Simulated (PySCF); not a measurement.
C2H6OS (dimethyl sulfoxide)

```yaml
atoms:
  - { symbol: C, position_ang: [-1.2856, 0.1557, -0.4699] }
  - { symbol: S, position_ang: [-0.0786, -1.0606, 0.2312] }
  - { symbol: C, position_ang: [1.3721, 0.0830, 0.1057] }
  - { symbol: O, position_ang: [-0.3910, -1.1600, 1.6554] }
  - { symbol: H, position_ang: [-2.2675, -0.3059, -0.4480] }
  - { symbol: H, position_ang: [-1.0006, 0.3761, -1.4922] }
  - { symbol: H, position_ang: [-1.2909, 1.0531, 0.1388] }
  - { symbol: H, position_ang: [1.1754, 0.9829, 0.6776] }
  - { symbol: H, position_ang: [2.2338, -0.4312, 0.5189] }
  - { symbol: H, position_ang: [1.5418, 0.3116, -0.9400] }
```

Geometry: GFN2-xTB.

These are results of PBE0/def2-SVPD, SCF density, gas phase in PySCF, not measurements.

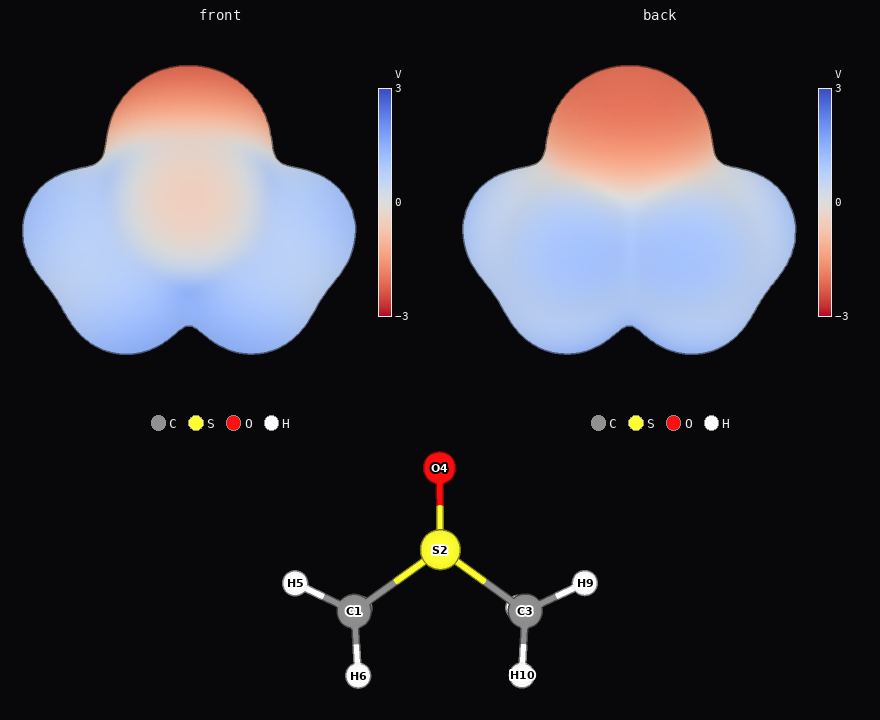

Figure 1. The molecular electrostatic potential painted on the density surface at 0.002 e/bohr³, seen from the front and from behind; red is negative and blue positive. The bare structure is drawn below in the same view.

### Which sites attract a positive test charge, and which a negative one?

A positive charge is drawn to the negative regions and a negative charge to the positive ones. The most negative region (about −2.1 V) lies over O4, the most positive (about +1.4 V) over S2, H6 and H10. O4 is the likeliest acceptor of a hydrogen bond.

### How polar is the molecule by this calculation?

Its dipole moment is 3.92 D.

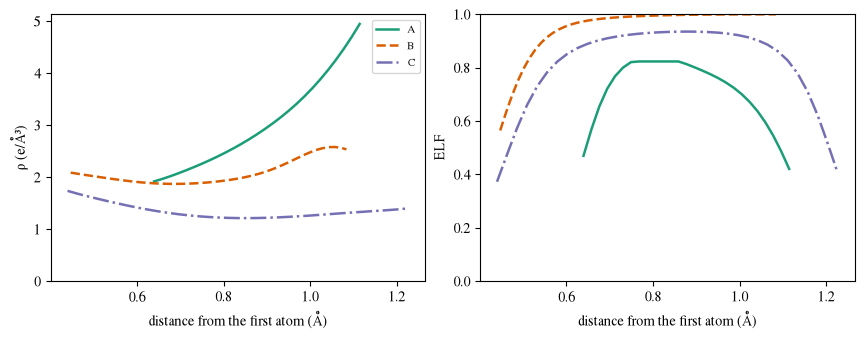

Figure 2. Total electron density and electron localisation function along straight lines between neighbouring atoms. The curves leave out the atomic cores.

### Which curve belongs to which contact (C–H, C–S and S–O)? The first atom named is at distance zero.

Curve A: S–O (1.46 Å): ρ is about 2.2 e/Å³ halfway; the ELF peaks at about 0.80 between the atoms: a short, strongly polar bond. Curve B: C–H (1.08 Å): ρ is about 2 e/Å³ halfway; the ELF climbs to about 1 towards the hydrogen, as it does in any bond to H (an ordinary covalent bond to hydrogen). Curve C: C–S (1.85 Å): ρ is about 1.2 e/Å³ halfway; the ELF peaks at about 0.95 between the atoms; a shared electron pair.
